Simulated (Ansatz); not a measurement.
## A computed series for hypothetical diamond Mg: response to strain

The parent structure is Mg in the diamond structure (space group Fd-3m, No. 227; a hypothetical phase, not in the database extracts checked; relaxed with 0.1 eV smearing).

```xyz
2
Lattice="0.0000 3.3910 3.3910 3.3910 0.0000 3.3910 3.3910 3.3910 0.0000" Properties=species:S:1:pos:R:3 pbc="T T T"
Mg     5.0866     5.0866     5.0866
Mg     3.3910     3.3910     3.3910
```

Strains are applied to the cell and any free atomic positions relax.

Level of theory: PBEsol, PAW, 420 eV (Ansatz, a program for electronic structure; no spin-orbit coupling).

Notes on the quantities. energy relative to the base: free energy F.

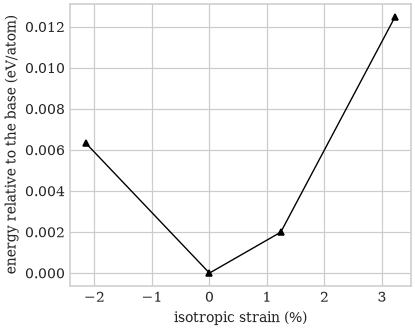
Figure. Energy relative to the base against isotropic strain

```tsv
isotropic strain (%)	energy relative to the base
-2.15	+6.3 meV/atom
1.24	+2.0 meV/atom
3.23	+12 meV/atom
```

Whether these cells are dynamically stable was not tested.
